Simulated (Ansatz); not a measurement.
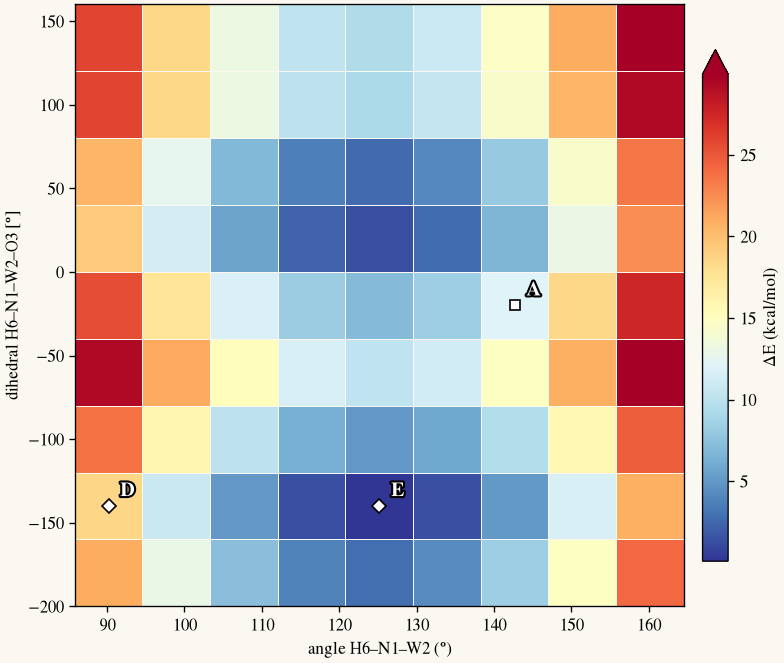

ClH2NOSW, SMILES [NH2][W](=[O])(=[S])[Cl]. First axis: angle H6–N1–W2. Second axis: dihedral H6–N1–W2–O3. Nothing is relaxed (all other coordinates rigid). The scan uses a 9 × 9 grid. Points are written as (first, second). All energies are given in kcal/mol relative to the relaxed molecule at the same level. Energies and slopes of some neighbouring points disagree (a jump in structure or state, or too coarse a mesh). Level of theory: Ansatz, RKS B3LYP-D4/def2-SVP.

The picture shows one coloured cell a grid point, one colour for all values above the top of the scale, lettered points.

Rank the lettered points by energy, lowest first.

E (0.10 kcal/mol), A (12.1 kcal/mol), D (18.6 kcal/mol).
